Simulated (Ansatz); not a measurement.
# Calculations on WH2SClF5

Part 1: Relaxation

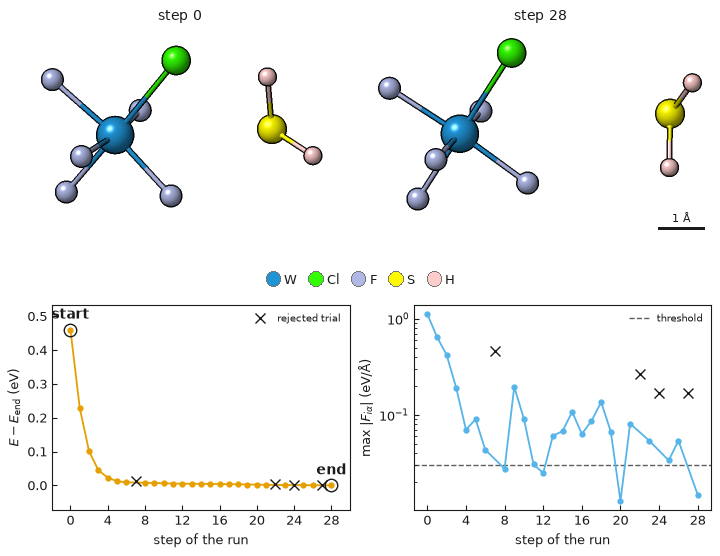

First and last geometry of a relaxation of WH2SClF5, with the history of the run. The picture is a ball-and-stick view, seen at a tilt.

The run prepares an end point of a later path (reaction) calculation, from a guessed geometry.

The calculation used RHF/def2-SVP (Ansatz). Set-up: no spin polarisation; force threshold 0.03 eV/Å; at most 50 steps.

> Did the run converge, and what did it change?

It converged. An H atom moves most after the best rigid fit: 1.43 Å. Largest moves by element: H 1.43 Å, S 0.90 Å, Cl 0.57 Å, F 0.53 Å, W 0.34 Å. Some distances before and after: Cl–W 2.354 → 2.270 Å, H–S 1.368 → 1.334 Å, F–W 1.815 → 1.825 Å. Bond angles that change, for instance: F–W–F 98.2° → 90.8°, F–W–F 172.8° → 176.8°, F–W–F 86.1° → 89.5°. The energy falls by 0.460 eV in 24 accepted moves (28 points after the start). Largest force component: 1.1 eV/Å at the start, 0.015 eV/Å at the end. The line search rejected the trial steps at points 7, 22, 24, 27 of the run. The forces were under the threshold at step 8, but the run went on from there.

Limits of the set-up: the start holds two separate molecules, 2.6 Å apart at their closest, whose relative position is a soft coordinate and is computed without a dispersion correction; Hartree-Fock leaves out electron correlation.

Part 2: Relaxation

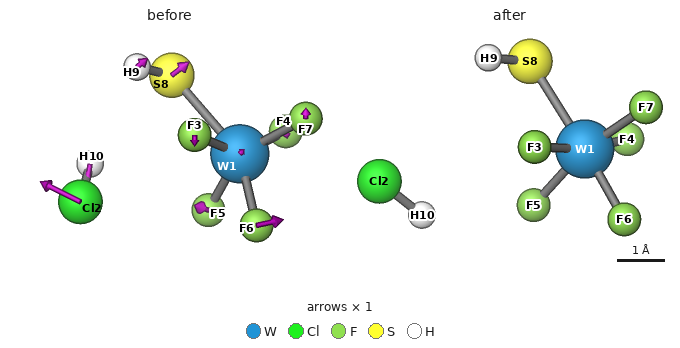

The structure of WH₂SClF₅ before (left) and after (right) a relaxation, at one scale. The purple arrows give the displacements, at their true length.

The picture is a ball-and-stick view, seen face on.

The run prepares an end point of a later path (reaction) calculation, from a guessed geometry.

These are results of RHF/def2-SVP (Ansatz), not measurements. (no spin polarisation; force threshold 0.03 eV/Å; at most 50 steps)

Question: Describe what moved and what it gained.

Answer: H10 moves most after the best rigid fit: 1.12 Å. Largest moves by element: H 1.12 Å, Cl 1.10 Å, F 0.67 Å, S 0.53 Å, W 0.15 Å. Near-neighbour distances that change, for instance: W1–S8 2.407 → 2.349 Å, Cl2–H10 1.324 → 1.273 Å, W1–F4 1.834 → 1.819 Å, W1–F5 1.832 → 1.846 Å. Bond angles that change, for instance: F3–W1–F5 118.7° → 91.6°, F6–W1–S8 153.4° → 176.9°, F4–W1–F6 121.2° → 98.6°. After 18 accepted moves (20 points after the start) the energy has fallen by 10.3 kcal/mol. The largest force component goes from 1.6 to 0.012 eV/Å. The line search rejected the trial steps at points 10, 15 of the run. The forces were under the threshold at step 16, but the run went on from there. Cost: 44 s on 4 threads of Arm Neoverse V2, with other jobs on the host, peak memory 0.47 GiB.

Limits of the set-up: the start holds two separate molecules, 2.6 Å apart at their closest, whose relative position is a soft coordinate and is computed without a dispersion correction; Hartree-Fock leaves out electron correlation.

Part 3: Path

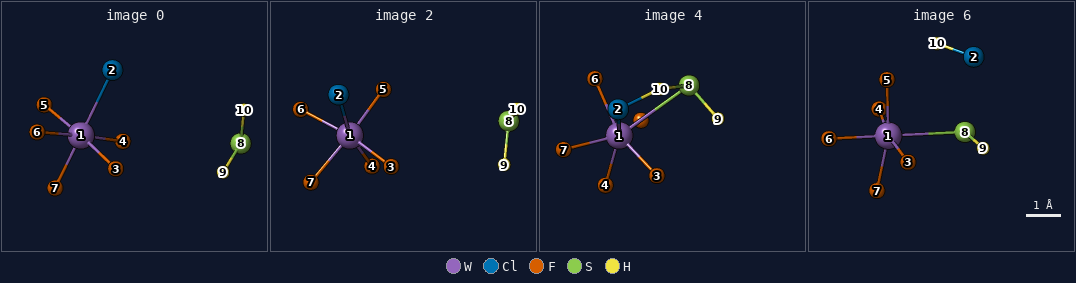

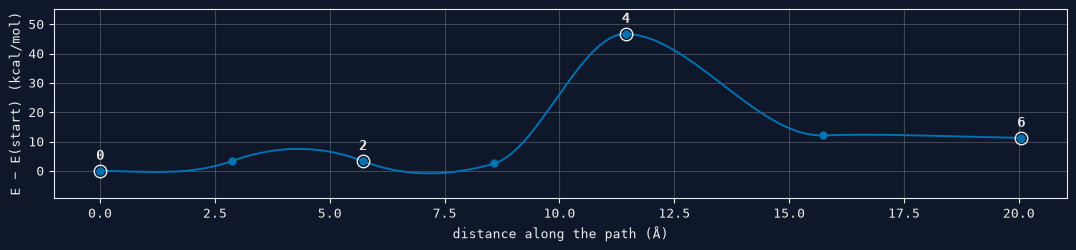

A nudged-elastic-band calculation for WH2SClF5, made up at the start of WClF5 and H2S. Images are numbered from 0 (start) to 6 (end). Style: ball-and-stick. Shown at a tilt.

The calculation used RHF/def2-SVP (Ansatz). Run with 5 movable images; climbing image; force threshold 0.05 eV/Å; iteration limit 60; starting path through a guess of the saddle point.

Describe the mechanism and the energy profile.

Answer. The path has more than one stage, and so few images may leave a stage unresolved. Breaking: S8–H10 (1.33 → 1.67 at the top → 4.07 Å), W1–Cl2 (2.27 → 2.71 at the top → 4.52 Å). Forming: Cl2–H10 (4.19 → 1.51 at the top → 1.27 Å), W1–S8 (4.82 → 2.60 at the top → 2.35 Å). The energy climbs by 46.7 kcal/mol to image 4 and then falls by 35.5 kcal/mol, so the end point sits at +11.2 kcal/mol. The band converged in 49 iterations. The largest component of the band force went from 83 to 0.044 eV/Å. The climbing image converged on the top of the path. Its vibrational analysis gives one imaginary mode (1295i cm⁻¹), as a transition state must have.

Limits of the set-up: the start holds two separate molecules, 3.2 Å apart at their closest, whose relative position is a soft coordinate and is computed without a dispersion correction; Hartree-Fock leaves out electron correlation.
